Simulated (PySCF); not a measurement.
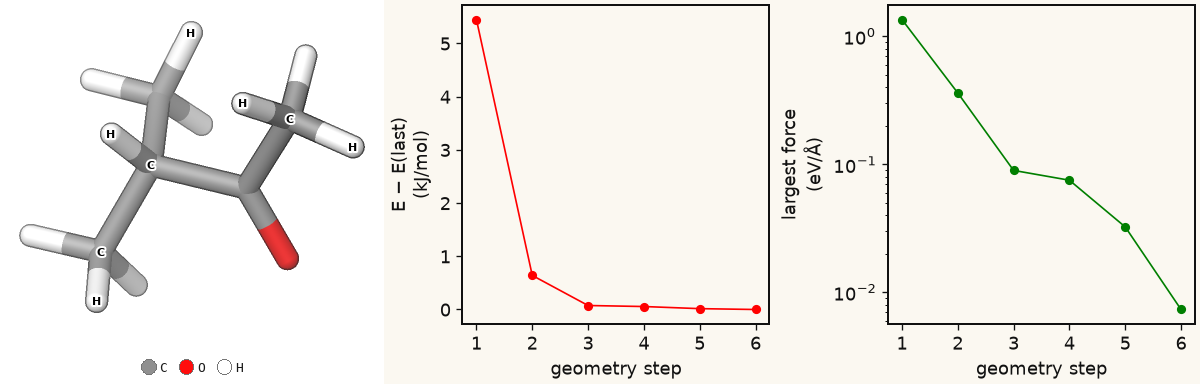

Beside the plot: the molecule at the start.

History of a geometry optimisation.

methyl isopropyl ketone (SMILES CC(=O)C(C)C); PBE0-D3(BJ)/def2-SVP, geometry optimisation (PySCF 2.14.0, density fitting).

> How did it end, and what did it gain?

The optimisation met its thresholds at geometry 6, counting the start as the first. The energy fell by about 5.4 kJ/mol from the first step to the last. The largest force goes from about 1.4 eV/Å at the start to 7 × 10⁻³ eV/Å at the end.
